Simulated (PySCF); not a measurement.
**InH3 (SMILES [H][In]([H])[H]) at CISD/LANL2DZ (core potential)**

What is the energy change on altering one bond length of InH3 at CISD/LANL2DZ (core potential)? The job is set up through a Python script.

Program for the calculation: PySCF 2.14.0.

6 further runs of the same task are left out: 6 set aside as unsound or not needed.

### Step 1. The system as given

InH3: 4 atoms, total charge 0, spin state singlet. SMILES: `[H][In]([H])[H]`. The shape comes from GFN2-xTB, which is rough for such elements, and wasn't checked as a minimum.

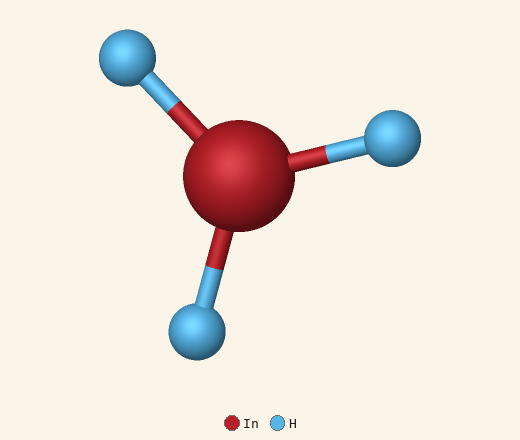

The structure, seen from a chosen angle (indium red, hydrogen blue).

### Step 2. The energy at CISD/LANL2DZ (core potential)

job.py reads:

```python
from pyscf import gto, scf, ci

mol = gto.Mole()
mol.atom = '''
In   0.000640  -0.000740  -0.000540
H    1.718930  -0.027790   0.013510
H   -0.834510   1.501400  -0.017780
H   -0.885060  -1.472880   0.004810
'''
mol.max_memory = 1860
mol.ecp = {'In': 'lanl2dz'}
mol.charge = 0
mol.basis = 'lanl2dz'
mol.verbose = 3
mol.build()

mf = scf.RHF(mol)
mf.conv_tol = 1e-10
mf.kernel()
if not mf.converged:
    mf = mf.newton().run(mf.mo_coeff, mf.mo_occ)

cisd = ci.CISD(mf)
cisd.kernel()
e_final = cisd.e_tot
print('E(%s) = %.9f' % ('CISD', e_final))
```

Started as:

```bash
$ OMP_NUM_THREADS=1 python job.py
```

Log:

```text
converged SCF energy = -3.47747306346487
E(RCISD) = -3.53252289085214  E_corr = -0.05504982738727025
E(CISD) = -3.532522891
```

Wall time 0.7 s (1 thread of Arm Neoverse V1, shared host); peak memory 0.12 GiB.

### Step 3. The distorted shape, same level

input.py reads:

```python
from pyscf import gto, scf, ci

mol = gto.M(
    atom=[
    ('In', (0.167654, -0.301139, 0.002908)),
    ('H', (1.885944, -0.328189, 0.016958)),
    ('H', (-0.834510, 1.501400, -0.017780)),
    ('H', (-0.718046, -1.773279, 0.008258)),
],
    spin=0,
    ecp={'In': 'lanl2dz'},
    verbose=3,
    basis='lanl2dz',
    charge=0,
    max_memory=1860,
)

myscf = scf.RHF(mol)
myscf.conv_tol = 1e-10
myscf.kernel()
if not myscf.converged:
    myscf = myscf.newton().run(myscf.mo_coeff, myscf.mo_occ)

cisd = ci.CISD(myscf)
cisd.kernel()
e_final = cisd.e_tot
print('E = %.10f Eh' % e_final)
```

Started as:

```bash
$ OMP_NUM_THREADS=1 python input.py
```

Log:

```text
converged SCF energy = -3.46020192677414
E(RCISD) = -3.520165248040946  E_corr = -0.05996332126681077
E = -3.5201652480 Eh
```

Wall time 0.68 s (1 thread of Arm Neoverse V1, shared host); peak memory 0.12 GiB.

### Step 4. Results

At CISD/LANL2DZ (core potential):

| quantity | value |
| --- | --- |
| first shape: total energy | -3.53252 Eh |
| first shape: dipole moment (Hartree–Fock density) | 0.01 D |
| first shape: HOMO energy (Hartree–Fock orbitals) | -11.13 eV |
| first shape: LUMO energy (Hartree–Fock orbitals) | 0.53 eV |
| first shape: HOMO–LUMO gap (Hartree–Fock orbitals) | 11.66 eV |
| first shape: correlation energy | -55.0 mEh |
| distorted shape: total energy | -3.52017 Eh |
| distorted shape: dipole moment (Hartree–Fock density) | 0.72 D |
| distorted shape: HOMO energy (Hartree–Fock orbitals) | -10.33 eV |
| distorted shape: LUMO energy (Hartree–Fock orbitals) | 0.42 eV |
| distorted shape: HOMO–LUMO gap (Hartree–Fock orbitals) | 10.76 eV |
| distorted shape: correlation energy | -60.0 mEh |
| energy change with the In1–H3 bond stretched from 1.719 to 2.063 Å | 0.336 eV |

With the In1–H3 bond stretched from 1.719 to 2.063 Å the energy rises by 0.34 eV (32.4 kJ/mol). The first shape isn't relaxed at this level, so the change isn't measured from a minimum.
